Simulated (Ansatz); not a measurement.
**C₂H₃ClSi: density, localisation and related maps**

Input file:

```
crystal:
  periodic: [false, false, false]
  atoms:
    - { symbol: C, position_ang: [-0.78395, 1.39486, 0.07414] }
    - { symbol: C, position_ang: [-0.11461, 0.27263, 0.04144] }
    - { symbol: Si, position_ang: [0.81163, -1.18809, -0.01281] }
    - { symbol: Cl, position_ang: [0.10423, -2.91978, -0.75527] }
    - { symbol: H, position_ang: [-0.76247, 2.11703, -0.73624] }
    - { symbol: H, position_ang: [-1.41361, 1.6776, 0.91258] }
    - { symbol: H, position_ang: [2.15878, -1.35424, 0.47616] }
basis:
  gaussian: { orbitals: def2-SVP }
hamiltonian:
  xc: hf
relax:
  f_tol: 0.02
  max_steps: 50
output:
  orbitals: {}
```

Command:

```sh
ansatz run input.yaml --threads 1 --pin off --max-ram 2048MiB --backend cpu --events-out ev --progress --plain --runs-dir out
```

The fields are those of the relaxed geometry.

All numbers below come from RHF/def2-SVP in Ansatz.

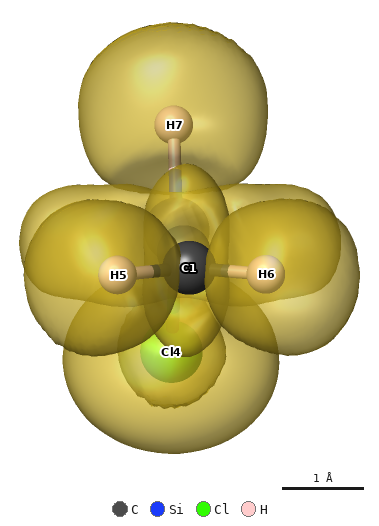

Figure 1. Isosurface of the electron localisation function at 0.75 (yellow), seen at an oblique angle. Core shells and regions of very low density are left out.

### Identify the bonds, lone pairs and shells in this picture.

At this value the surface marks out one region between bonded C–C atoms (shared pairs), one region between bonded C–Si atoms (shared pairs), three regions around hydrogen nuclei and one region on Cl in which the atom's valence shell and bonds are merged. Profiles from the grid: C–C (1.31 Å): the ELF peaks at about 0.95 between the atoms (a multiple bond). C–Si (1.66 Å): the ELF peaks at about 0.90 between the atoms, as expected for a covalent bond.

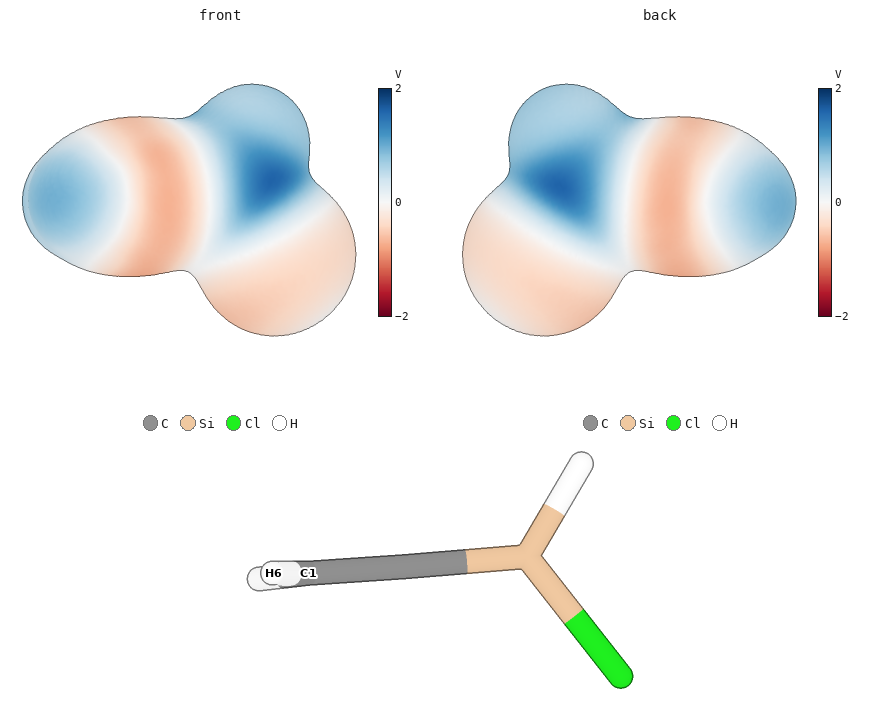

Figure 2. The electrostatic potential painted on the density surface at 0.002 e/bohr³, seen from the front and from behind; red is negative and blue positive. The bare structure is drawn below in the same view.

### Describe the electrostatic potential map.

The most negative region (about −0.7 V) lies over C1 and C2, the most positive (about +1.5 V) over Si3.

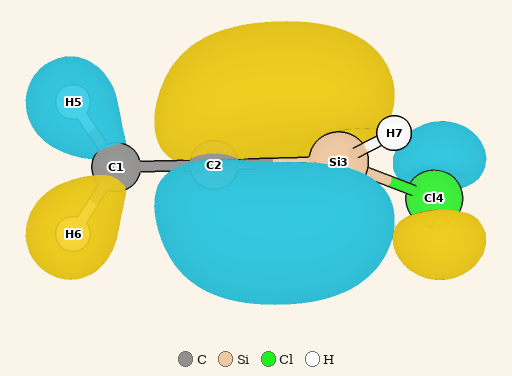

Figure 3. The HOMO at ±0.1 Å⁻³ᐟ² (yellow and cyan are the two phases), seen from one side.

### What is the character of this orbital?

Its weight (Hirshfeld) is mainly on C2 (about 40 %), Si3 (about 40 %) and C1 (about 5 %); π-bonding across C2–Si3. Its energy is −8.38 eV.
